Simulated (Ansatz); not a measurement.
A computed series for Nb: response to strain

The reference is Nb in the bcc (W type) structure (space group Im-3m, No. 229; a = 3.273 Å; relaxed with 0.1 eV smearing).

Strains are applied to the cell and any free atomic positions relax.

Calculations: Kohn–Sham DFT with the PBEsol functional, run in Ansatz (a program for electronic structure) with PAW and 420 eV plane waves, spin-orbit coupling left out.

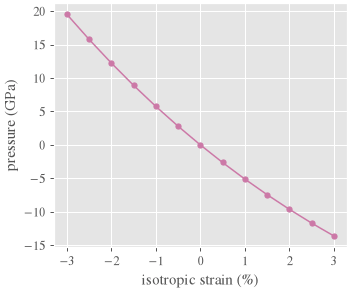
Fig. 1. Pressure against isotropic strain

Task: From the plot, what is the pressure for isotropic strain −1.00 %?

Result: About 6 GPa.

Task: Is the trend monotonic over the range shown?

Result: Yes, it falls throughout, spanning -13.6 GPa to 19.5 GPa.

No phonon test of stability was made. The final runs are not spin-polarised.
